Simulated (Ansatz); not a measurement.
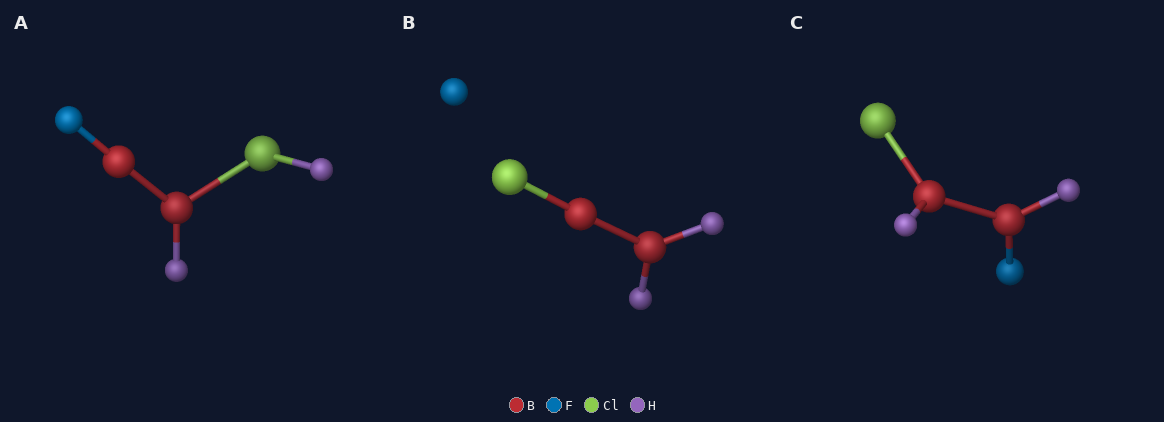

3 stationary structures of one formula. Geometries: PBE-D4/def2-SVP. Electronic energies: PBE-D4/def2-SVP (Ansatz 0.2.0), without zero-point energy. No frequency run is at hand to confirm each as a minimum.

Question: Rank them by energy, lowest first.

Answer: C is lowest (C1); A lies 79.2 kcal/mol above it (C1), B lies 118.1 kcal/mol above it (Cs).
